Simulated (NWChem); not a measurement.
## Energy and gradient calculation, with input and output: C2H4NOSi (part 2 of 2)

Continued. System: C2H4NOSi, multiplicity 2, SMILES C[SiH]N=C=O. Method: PBE0/def2-SVP, UKS (NWChem 7.3.0). The geometry comes from this level: PBE0-D4/def2-TZVP.

The program's output, continued
```
    Atom       Charge   Shell Charges
 -----------   ------   -------------------------------------------------------
    1 C    6     0.05   0.00  0.01 -0.00  0.03  0.01  0.00
    2 Si  14     0.76   0.00  0.00  0.08  0.12  0.00  0.19  0.36  0.00
    3 N    7     0.03   0.00  0.00 -0.00  0.02  0.00  0.00
    4 C    6     0.05   0.00  0.00  0.00  0.03  0.01  0.00
    5 O    8     0.02   0.00  0.00 -0.00  0.01  0.01  0.00
    6 H    1     0.03   0.02  0.01  0.00
    7 H    1     0.00   0.00 -0.00  0.00
    8 H    1     0.00   0.00  0.00  0.00
    9 H    1     0.06   0.04  0.03  0.00
   Time prior to 1st pass:      0.3

 Grid_pts file          = ./work.gridpts.0
 Record size in doubles =  12289        No. of grid_pts per rec  =   3070
 Max. records in memory =    179        Max. recs in file   = *********

           Memory utilization after 1st SCF pass:
           Heap Space remaining (MW):       36.33            36331140
          Stack Space remaining (MW):       72.09            72088524

   convergence    iter        energy       DeltaE   RMS-Dens  Diis-err    time
 ---------------- ----- ----------------- --------- --------- ---------  ------
 d= 0,ls=0.0,diis     1   -497.3867004242 -6.88D+02  6.60D-03  2.11D-01     2.4
                                                     6.14D-03  2.04D-01
 d= 0,ls=0.0,diis     2   -497.3071542294  7.95D-02  3.82D-03  4.76D-01     4.2
                                                     3.83D-03  4.72D-01
 d= 0,ls=0.0,diis     3   -497.4781174854 -1.71D-01  1.28D-03  2.16D-02     6.1
                                                     1.23D-03  2.21D-02
 d= 0,ls=0.0,diis     4   -497.4820260324 -3.91D-03  6.64D-04  1.13D-02     7.9
                                                     6.19D-04  1.09D-02
 d= 0,ls=0.0,diis     5   -497.4868224093 -4.80D-03  1.54D-04  2.10D-04    10.1
                                                     1.10D-04  2.00D-04
  Resetting Diis
 d= 0,ls=0.0,diis     6   -497.4869313290 -1.09D-04  3.24D-05  6.29D-06    12.3
                                                     3.54D-05  7.51D-06
 d= 0,ls=0.0,diis     7   -497.4869359140 -4.59D-06  2.42D-05  2.36D-06    14.4
                                                     2.28D-05  1.87D-06
 d= 0,ls=0.0,diis     8   -497.4869358184  9.57D-08  1.29D-05  2.96D-06    16.6
                                                     1.26D-05  3.25D-06
 d= 0,ls=0.0,diis     9   -497.4869374320 -1.61D-06  3.62D-06  1.85D-07    18.8
                                                     2.81D-06  1.08D-07
 d= 0,ls=0.0,diis    10   -497.4869374867 -5.47D-08  3.15D-06  4.45D-08    20.9
                                                     3.03D-06  7.04D-08
 d= 0,ls=0.0,diis    11   -497.4869375273 -4.06D-08  6.10D-07  2.78D-09    23.0
                                                     6.36D-07  1.70D-09
 d= 0,ls=0.0,diis    12   -497.4869375292 -1.85D-09  1.98D-07  1.28D-10    25.2
                                                     2.11D-07  2.02D-10

         Total DFT energy =     -497.486937529182
      One electron energy =    -1061.772632086033
           Coulomb energy =      421.887347984722
    Exchange-Corr. energy =      -48.379097789583
 Nuclear repulsion energy =      190.777444361711

 Numeric. integr. density =       45.000000415252

     Total iterative time =     24.9s

     ---------------------------------------------
      Total Density - Mulliken Population Analysis
     ---------------------------------------------

    Atom       Charge   Shell Charges
 -----------   ------   -------------------------------------------------------
    1 C    6     6.35   1.99  0.88  0.28  2.12  1.06  0.02
    2 Si  14    13.57   2.00  1.98  1.05  0.25  5.93  1.22  0.88  0.25
    3 N    7     7.28   1.99  0.99  0.43  2.47  1.39  0.02
    4 C    6     5.83   1.99  0.93  0.11  2.01  0.67  0.13
    5 O    8     8.16   1.99  1.12  0.61  2.82  1.60  0.02
    6 H    1     0.91   0.72  0.16  0.03
    7 H    1     0.91   0.72  0.16  0.03
    8 H    1     0.92   0.73  0.17  0.03
    9 H    1     1.07   0.73  0.33  0.01

     --------------------------------------------
      Spin Density - Mulliken Population Analysis
     --------------------------------------------

    Atom       Charge   Shell Charges
 -----------   ------   -------------------------------------------------------
    1 C    6     0.01   0.00  0.01 -0.01  0.02 -0.01  0.00
    2 Si  14     0.87   0.00  0.00  0.09  0.13  0.00  0.27  0.36  0.01
    3 N    7    -0.00   0.00  0.00 -0.00  0.01 -0.02  0.00
    4 C    6     0.03  -0.00  0.00 -0.00  0.03  0.00  0.00
    5 O    8     0.04  -0.00  0.00 -0.00  0.03  0.01 -0.00
    6 H    1     0.02   0.02  0.01  0.00
    7 H    1    -0.00   0.00 -0.00  0.00
    8 H    1    -0.00  -0.00 -0.00  0.00
    9 H    1     0.03   0.03  0.01  0.00

     -------------------------------------------
      Total Density - Lowdin Population Analysis
     -------------------------------------------

    Atom       Charge   Shell Charges
 -----------   ------   -------------------------------------------------------
    1 C    6     6.27   1.96  0.59  0.34  1.90  1.43  0.05
    2 Si  14    13.57   2.00  1.94  0.69  0.38  5.81  1.27  1.10  0.37
    3 N    7     7.24   1.97  0.75  0.45  2.30  1.74  0.04
    4 C    6     5.88   1.96  0.60  0.26  1.79  0.99  0.28
    5 O    8     8.09   1.97  0.92  0.63  2.68  1.85  0.04
    6 H    1     0.95   0.62  0.26  0.07
    7 H    1     0.95   0.62  0.26  0.07
    8 H    1     0.95   0.62  0.26  0.07
    9 H    1     1.09   0.64  0.43  0.03

     ------------------------------------------
      Spin Density - Lowdin Population Analysis
     ------------------------------------------

    Atom       Charge   Shell Charges
 -----------   ------   -------------------------------------------------------
    1 C    6     0.03   0.00  0.01 -0.00  0.02 -0.00  0.00
    2 Si  14     0.82   0.00  0.01  0.07  0.08  0.02  0.28  0.36  0.02
    3 N    7     0.01   0.00  0.00 -0.00  0.01 -0.01  0.00
    4 C    6     0.04   0.00  0.00  0.00  0.03  0.01  0.01
    5 O    8     0.04   0.00  0.00 -0.00  0.03  0.01  0.00
    6 H    1     0.02   0.02  0.01  0.00
    7 H    1     0.00   0.00 -0.00  0.00
    8 H    1     0.00  -0.00 -0.00  0.00
    9 H    1     0.03   0.03  0.00  0.00

   alpha - beta orbital overlaps
   -----------------------------

   alpha      1      2      3      4      5      6      7      8      9     10
    beta      1      2      3      4      5      6      9      7      8     10
 overlap   1.000  1.000  1.000  1.000  1.000  1.000  0.915  0.925  0.989  1.000

   alpha     11     12     13     14     15     16     17     18     19     20
    beta     11     12     13     14     16     15     17     18     19     20
 overlap   1.000  0.999  0.998  0.999  0.933  0.932  0.969  0.972  0.968  0.998

   alpha     21     22     23     24     25     26     27     28     29     30
    beta     21     22     23     24     25     26     27     28     29     30
 overlap   0.989  0.999  0.978  0.939  0.901  0.956  0.981  0.946  0.903  0.973

   alpha     31     32     33     34     35     36     37     38     39     40
    beta     31     32     33     34     35     38     36     37     39     40
 overlap   0.790  0.845  0.996  0.986  0.942  0.818  0.867  0.884  0.993  0.994

   alpha     41     42     43     44     45     46     47     48     49     50
    beta     41     42     42     44     45     45     47     48     49     50
 overlap   0.979  0.696  0.702  0.974  0.640  0.762  0.810  0.992  0.993  0.976

   alpha     51     52     53     54     55     56     57     58     59     60
    beta     51     52     53     54     55     56     57     58     59     60
 overlap   0.999  0.998  0.986  0.986  0.997  0.994  0.999  0.989  0.991  0.999

   alpha     61     62     63     64     65     66     67     68     69     70
    beta     61     62     63     64     65     66     67     68     69     70
 overlap   0.981  0.981  1.000  1.000  0.999  0.999  1.000  0.999  1.000  0.999

   alpha     71     72     73     74     75     76     77     78     79     80
    beta     71     72     73     74     75     76     77     78     79     80
 overlap   1.000  1.000  1.000  1.000  0.999  0.999  1.000  1.000  1.000  1.000

   alpha     81     82     83     84     85     86     87     88     89     90
    beta     81     82     83     84     85     86     87     88     89     90
 overlap   1.000  1.000  1.000  1.000  1.000  1.000  1.000  1.000  0.999  0.999

   alpha     91     92     93     94
    beta     91     92     93     94
 overlap   1.000  1.000  1.000  1.000

     --------------------------
     Expectation value of S2:
     --------------------------
      <S2> =      0.7520 (Exact =     0.7500)

 center of mass
 --------------
 x =  -0.08714842 y =  -1.12441150 z =  -1.32796244

 moments of inertia (a.u.)
 ------------------
        1100.719027549454         -10.260476624313          16.082493508983
         -10.260476624313         350.749924325397        -401.197425669462
          16.082493508983        -401.197425669462         782.208767454566

     Multipole analysis of the density
     ---------------------------------

     L   x y z        total         alpha         beta         nuclear
     -   - - -        -----         -----         ----         -------
     0   0 0 0     -0.000000    -23.000000    -22.000000     45.000000

     1   1 0 0     -0.056574      2.060393      1.263752     -3.380720
     1   0 1 0      0.786048     21.849092     23.204354    -44.267398
     1   0 0 1      0.568508     27.961240     26.246195    -53.638927

     2   2 0 0    -26.920249    -22.236135    -18.785220     14.101106
     2   1 1 0     -0.386147     -4.916630     -6.429034     10.959517
     2   1 0 1     -0.200681      2.626943      4.625952     -7.453575
     2   0 2 0    -31.761087   -243.540533   -237.107307    448.886753
     2   0 1 1     -2.484287   -135.410410   -137.233533    270.159657
     2   0 0 2    -28.194796   -146.615685   -140.810615    259.231505

            General Information
            -------------------
          SCF calculation type: DFT
          Wavefunction type:  spin polarized.
          No. of atoms     :     9
          No. of electrons :    45
           Alpha electrons :    23
            Beta electrons :    22
          Charge           :     0
          Spin multiplicity:     2
          Use of symmetry is: off; symmetry adaption is: off
          Maximum number of iterations: 100
          AO basis - number of functions:    94
                     number of shells:    44
          Convergence on energy requested:  1.00D-08
          Convergence on density requested:  1.00D-05
          Convergence on gradient requested:  5.00D-04

              XC Information
              --------------
                         PBE0 Method XC Functional
                     Hartree-Fock (Exact) Exchange  0.250
          PerdewBurkeErnzerhof Exchange Functional  0.750
            Perdew 1991 LDA Correlation Functional  1.000 local
           PerdewBurkeErnz. Correlation Functional  1.000 non-local

             Grid Information
             ----------------
          Grid used for XC integration:  fine
          Radial quadrature: Mura-Knowles
          Angular quadrature: Lebedev.
          Tag              B.-S. Rad. Rad. Pts. Rad. Cut. Ang. Pts.
          ---              ---------- --------- --------- ---------
          C                   0.70       70          12.0       590
          Si                  1.10      123           9.0       770
          N                   0.65       70          11.0       590
          O                   0.60       70          14.0       590
          H                   0.35       60          12.0       590
          Grid pruning is: on
          Number of quadrature shells:   643
          Spatial weights used:  Erf1

          Convergence Information
          -----------------------
          Convergence aids based upon iterative change in
          total energy or number of iterations.
          Levelshifting, if invoked, occurs when the
          HOMO/LUMO gap drops below (HL_TOL):  1.00D-02
          DIIS, if invoked, will attempt to extrapolate
          using up to (NFOCK): 10 stored Fock matrices.

                    Damping( 0%)  Levelshifting(0.5)       DIIS
                  --------------- ------------------- ---------------
          dE  on:    start            ASAP                start
          dE off:    2 iters        100 iters           100 iters

      Screening Tolerance Information
      -------------------------------
          Density screening/tol_rho:  1.00D-11
          AO Gaussian exp screening on grid/accAOfunc:  18
          CD Gaussian exp screening on grid/accCDfunc:  20
          XC Gaussian exp screening on grid/accXCfunc:  20
          Schwarz screening/accCoul:  1.00D-09

                            NWChem DFT Gradient Module
                            --------------------------

                                     C2H4NOSi

  charge          =   0.00
  wavefunction    = open shell

                         DFT ENERGY GRADIENTS

    atom               coordinates                        gradient
                 x          y          z           x          y          z
   1 C      -0.436149   1.769728   2.330599   -0.000115  -0.000500   0.002650
   2 Si     -0.036094   1.355500  -1.146875    0.000778  -0.006207  -0.000267
   3 N       0.277790  -1.797507  -1.826609   -0.000528  -0.003559  -0.001771
   4 C      -0.052345  -3.821593  -2.769771    0.000155   0.006990   0.002263
   5 O      -0.329001  -5.822435  -3.648872    0.000752   0.005612   0.002500
   6 H       1.181079   0.964894   3.336122   -0.004373   0.002277  -0.002755
   7 H      -2.150697   0.836393   2.996350    0.004810   0.002658  -0.002039
   8 H      -0.563516   3.776806   2.795661    0.000425  -0.005471  -0.001551
   9 H       2.276175   2.650719  -2.098541   -0.001902  -0.001800   0.000971

                 ----------------------------------------
                 |  Time  |  1-e(secs)   |  2-e(secs)   |
                 ----------------------------------------
                 |  CPU   |       0.01   |       3.29   |
                 ----------------------------------------
                 |  WALL  |       0.01   |       3.29   |
                 ----------------------------------------

 Task  times  cpu:       30.6s     wall:       30.6s
 Total times  cpu:       30.7s     wall:       30.7s
```

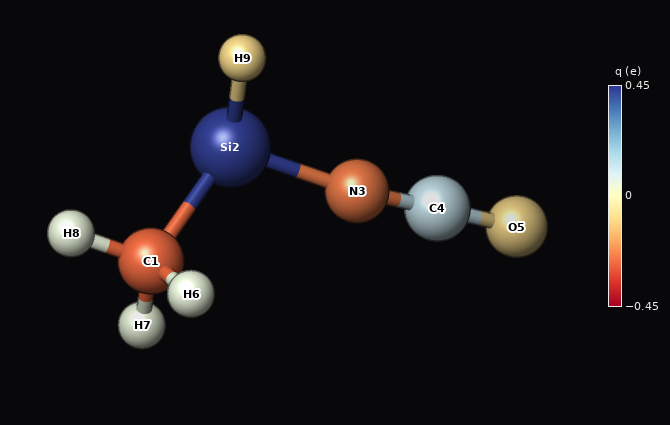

*Löwdin charges, as the colour of each atom (ball-and-stick view, seen at a tilt; atoms are numbered from 1 in the order of the input).*

By element: C −0.27 to +0.12, Si +0.43, N −0.24, O −0.09 and H −0.09 to +0.05 e.

This output came from the following input.

The input
```
start work
title "C2H4NOSi"
memory 2200 mb
charge 0

geometry units angstrom noautosym nocenter noautoz
load format xyz work.xyz
end

basis spherical bse
* library def2-SVP
end

dft
xc pbe0
mult 2
grid fine
convergence energy 1e-08
maxiter 100
mulliken
noprint "final vectors analysis"
end

task dft gradient
```

File work.xyz
```
9
C2H4NOSi
C     -0.230800     0.936500     1.233300
Si    -0.019100     0.717300    -0.606900
N      0.147000    -0.951200    -0.966600
C     -0.027700    -2.022300    -1.465700
O     -0.174100    -3.081100    -1.930900
H      0.625000     0.510600     1.765400
H     -1.138100     0.442600     1.585600
H     -0.298200     1.998600     1.479400
H      1.204500     1.402700    -1.110500
```

Run as:
```bash
nwchem work.nw > work.out
```

Results in brief

- outcome: converged
- total energy: −497.486938 hartree
- basis functions: 94
- largest force: 0.378 eV/Å
- ⟨S²⟩: 0.752
- dipole moment: 2.47 D
- hardware: 1 thread of Intel Xeon (Sapphire Rapids), 16 GiB of memory available, shared host
- wall time: 31 s
- peak memory: 0.13 GiB
